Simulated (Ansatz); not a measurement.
# Gate voltage at the highest density: 1T-PtSe2 monolayer

A layer charged from two gates alike needs a voltage that grows with the carrier density; the slope is e over the total capacitance.

Set-up. Ansatz 0.2.0, plane waves with PAW datasets (its set soft_2), PBE-D3(BJ); isolated slab, charged sheets 4.5 Å from the outer atoms behind model barriers, atoms held, Fermi-Dirac smearing of 0.02585 eV. The voltage is that of the gates (their mean) against the layer's Fermi level, from the uncharged case, which has a gap of 1.37 eV.

```
  run  added electrons (10¹³ per cm²)  gate voltage (V)
run 1                            0.50              0.78
run 2                            2.00              1.27
run 3                            6.00                 ?
```

**Question.** What value belongs in the row marked “?”, and how far can the other rows tell?

Two rows fix a line: slope = (1.27 − 0.78) / (2.00 − 0.50) = 0.3267, intercept 0.6166. The capacitance is 1.602/0.3267 = 4.90 µF/cm², against 3.94 µF/cm² for plates 4.5 Å apart in vacuum on both sides; it is the larger, as where the added charge has its centre outside the outer atoms (not examined here). The intercept is mostly the shift of the Fermi level from inside the gap to the band edge. At 6.00 it gives 0.3267 × 6.00 + 0.6166 = 2.58 V, beyond the rows fitted. Rounding of the rows alone allows about ±0.032 V there; two rows can't show whether the line holds.

The run itself gives 2.50 V: a miss of −0.08 V, or 3.2 % of the value. The capacitance rises towards the highest density.

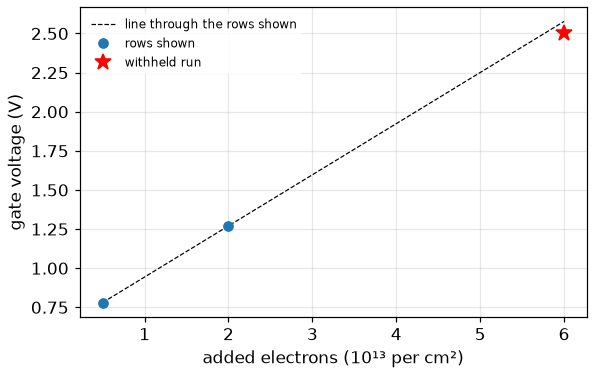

The fit and the withheld run.

Caveats: The gates are model sheets, not atoms, and low densities sample few k-points. Spin-orbit coupling is left out, which changes the bands of elements this heavy.

[Logs are printed without paths, hosts, clocks, repeated set-up lines and the standing remarks that a program may print on its own settings, such as how far it seeks lower states.]
